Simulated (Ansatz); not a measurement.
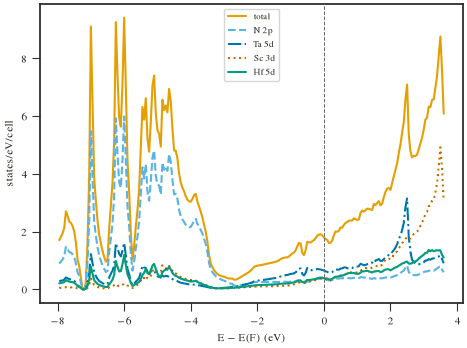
Fig. 1. Total and projected density of states of HfScTaN$_{3}$ in space group P3m1 (No. 156; Pearson symbol hP6), PBE in the plane-wave PAW code Ansatz

### Question
Which orbitals carry the states next to the Fermi level?

### Answer
Within 0.5 eV of the Fermi level: Ta 5d 37 %, Hf 5d 21 %, Sc 3d 19 %, N 2p 19 %. Projections are on Löwdin-orthogonalised atomic valence shells; empty p or d shells of many metals are not among them.

### Question
Where is the tallest occupied peak in this window, and what makes it?

### Answer
Near -6.0 eV, about 9.4 states/eV per cell; the largest projected share is N 2p.

The start of the workflow was typed in or built on a structure type; neither database checked (COD, Materials Project) lists it. Its standing as an ambient phase is unchecked. Symmetry was held in the PBE relaxation; whether a distortion lowers the energy is not shown. No spin polarisation was allowed. With an odd number of electrons in the cell and no spin polarisation, the count alone makes it a metal. Spin–orbit coupling is left out wherever it is not named.

Potentials: the later of the program's two PAW sets.
